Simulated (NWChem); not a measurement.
# CIF2 (SMILES F[C](F)I): UB3LYP/def2-TZVP (core potential)

Aim: the vertical ionisation energy of CIF2 at UB3LYP/def2-TZVP (core potential), from 2 runs. 

Program for the calculation: NWChem 7.3.0.

### Step 1. The structure to begin with

The species is CIF2 (4 atoms), meant as a doublet with charge 0. As SMILES, `F[C](F)I`. The coordinates come from a PBE0-D4/def2-TZVP relaxation.

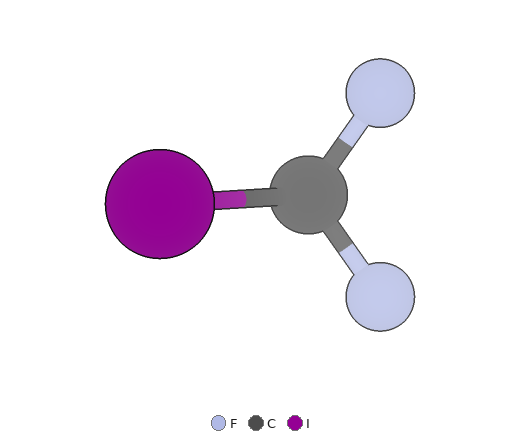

Viewed from a chosen angle; fluorine light blue, carbon dark grey, iodine purple.

### Step 2. A single-point energy at UB3LYP/def2-TZVP (core potential)

Input file cf2i.nw:

```
start cf2i
memory 2200 mb
charge 0

geometry noautosym nocenter noautoz
F     1.211500    0.084400    0.645900
C    -0.052600   -0.099200    0.339800
F    -0.252800   -1.355400    0.012400
I    -0.850600    1.309900   -1.018500
end

basis spherical bse
* library def2-TZVP
end

ecp bse
I library def2-TZVP
end

dft
xc b3lyp
mult 2
grid fine
convergence energy 1e-08
maxiter 100
mulliken
noprint "final vectors analysis"
end

task dft energy
```

Command:

```bash
$ nwchem cf2i.nw > cf2i.out
```

Log:

```text
[...]
          Wavefunction type:  spin polarized.
          No. of atoms     :     4
          No. of electrons :    49
[...]
          Charge           :     0
          Spin multiplicity:     2
[...]
          AO basis - number of functions:   143
[...]
              XC Information
              --------------
                         B3LYP Method XC Potential
                     Hartree-Fock (Exact) Exchange  0.200
                        Slater Exchange Functional  0.800 local
                    Becke 1988 Exchange Functional  0.720 non-local
              Lee-Yang-Parr Correlation Functional  0.810
                  VWN I RPA Correlation Functional  0.190 local
[...]
 d= 0,ls=0.0,diis     1   -535.4654778338 -7.18D+02  7.49D-03  4.06D-01     4.5
[...]
 d= 0,ls=0.0,diis    13   -535.6266793589 -2.46D-09  2.30D-07  2.86D-10    48.5
[...]
         Total DFT energy =     -535.626679358895
      One electron energy =    -1210.614944937423
           Coulomb energy =      541.059310901943
    Exchange-Corr. energy =      -48.643118543445
 Nuclear repulsion energy =      182.572073220030
[...]
      Total Density - Mulliken Population Analysis
     ---------------------------------------------
    Atom       Charge   Shell Charges
 -----------   ------   -------------------------------------------------------
    1 F    9     9.13   0.77  1.20  0.62  0.97  0.34  2.29  2.09  0.82  0.00  0.02  0.00
    2 C    6     5.78   0.86  1.12  0.56  0.66  0.11  1.12  0.96  0.15  0.05  0.17  0.03
    3 F    9     9.13   0.77  1.20  0.62  0.97  0.34  2.29  2.09  0.82  0.00  0.02  0.00
    4 I   25    24.96   0.19 -0.79  1.63  0.98  1.21  0.71 -0.49  6.44  1.43  2.61  0.97  9.17  0.82  0.05  0.00  0.01
[...]
      <S2> =      0.7544 (Exact =     0.7500)
[...]
```

Wall time 49 s (1 thread of AMD EPYC 9R45 (Zen 5), shared host); peak memory 0.13 GiB.

### Step 3. The singlet cation

Input file run.xyz:

```xyz
4
CF2I B3LYP
F      1.211500     0.084400     0.645900
C     -0.052600    -0.099200     0.339800
F     -0.252800    -1.355400     0.012400
I     -0.850600     1.309900    -1.018500
```

Input file run.nw:

```
echo
start run
title "CF2I B3LYP"
memory 2200 mb
charge 1

geometry noautosym nocenter noautoz
 load run.xyz
end

basis spherical bse
 F library def2-TZVP
 C library def2-TZVP
 I library def2-TZVP
end

ecp bse
 I library def2-TZVP
end

dft
 xc b3lyp
 grid fine
 convergence energy 1e-08
 maxiter 100
 mulliken
 print low
end

task dft energy
```

Command:

```bash
$ nwchem run.nw > run.out
```

Log:

```text
[...]
 d= 0,ls=0.0,diis     1   -534.9872624018 -7.18D+02  1.78D-02  3.12D+00     3.6
[...]
 d= 0,ls=0.0,diis    13   -535.2884015616 -7.86D-10  3.39D-08  7.24D-11    39.8
         Total DFT energy =     -535.288401561576
      One electron energy =    -1197.698230150454
           Coulomb energy =      528.080207987784
    Exchange-Corr. energy =      -48.242452618936
 Nuclear repulsion energy =      182.572073220030
[...]
      Total Density - Mulliken Population Analysis
     ---------------------------------------------
    Atom       Charge   Shell Charges
 -----------   ------   -------------------------------------------------------
    1 F    9     8.98   0.77  1.20  0.63  0.99  0.34  2.26  2.07  0.71  0.00  0.02  0.00
    2 C    6     5.62   0.86  1.12  0.58  0.66  0.04  1.06  0.92  0.10  0.05  0.21  0.03
    3 F    9     8.98   0.77  1.20  0.63  0.99  0.34  2.26  2.07  0.71  0.00  0.02  0.00
    4 I   25    24.42   0.19 -0.79  1.64  0.98  1.27  0.68 -0.49  6.43  1.37  2.48  0.58  9.18  0.82  0.05  0.00  0.01
[...]
```

Wall time 41 s (1 thread of AMD EPYC 9R45 (Zen 5), shared host); peak memory 0.12 GiB.

### Step 4. Results

At UB3LYP/def2-TZVP (core potential):

```
                                          quantity          value
                        doublet CIF2: total energy  -535.62668 Eh
                       doublet CIF2: dipole moment         0.58 D
                                doublet CIF2: ⟨S²⟩          0.754
                      singlet cation: total energy  -535.28840 Eh
vertical ionisation energy (to the singlet cation)       9.205 eV
```

**Reading.** Removing an electron at fixed nuclei costs 9.21 eV (212 kcal/mol). Only the singlet of the ionised species was computed; a triplet could lie lower.
